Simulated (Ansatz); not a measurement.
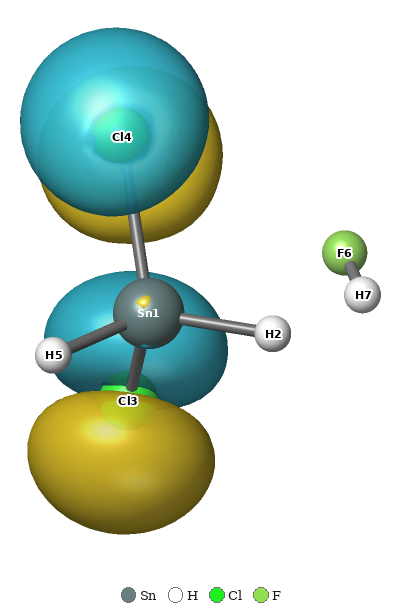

Figure. Cl$_{2}$H$_{2}$Sn···HF. The HOMO−1 at ±0.08 Å⁻³ᐟ² (yellow and cyan are the two phases), seen at a tilt.

Core potentials replace the inner electrons of Sn.

Level of theory: RKS r2SCAN-D4/def2-SVP (Ansatz 0.2.0).

The calculation's input:

```
crystal:
  periodic: [false, false, false]
  atoms:
    - { symbol: Sn, position_ang: [0.0, 0.0, 0.0] }
    - { symbol: H, position_ang: [0.0, 0.0, 2.09] }
    - { symbol: Cl, position_ang: [2.2726, 0.0, -0.8025] }
    - { symbol: Cl, position_ang: [-1.1351, 1.9666, -0.8025] }
    - { symbol: H, position_ang: [-0.8195, -1.4198, -0.5794] }
    - { symbol: F, position_ang: [1.1381, 1.7163, 0.6842] }
    - { symbol: H, position_ang: [0.5989, 0.9032, 1.8933] }
basis:
  gaussian: { orbitals: def2-SVP }
hamiltonian:
  xc: r2scan
  dispersion: d4
relax:
  f_tol: 0.15
  max_steps: 25
  restrain:
    - { distance: [0, 5], at: 3.07, k: 30.0 }
    - { distance: [6, 1], at: 1.86, k: 30.0 }
    - { distance: [0, 1], at: 1.74, k: 30.0 }
    - { distance: [6, 5], at: 0.92, k: 30.0 }
output:
  orbitals: {}
```

Run with:

```sh
ansatz run input.yaml --threads 2 --pin off --max-ram 3072MiB --backend cpu --events-out ev --progress --plain --runs-dir out
```

The fields are those of the run's last geometry, not of the input's.

Question: Describe this orbital and give its energy.

Answer: It lies mainly on Cl4 (about 50 %) and Cl3 (about 45 %); largely a combination of lone pairs on Cl4 and Cl3. Its energy is −7.91 eV.
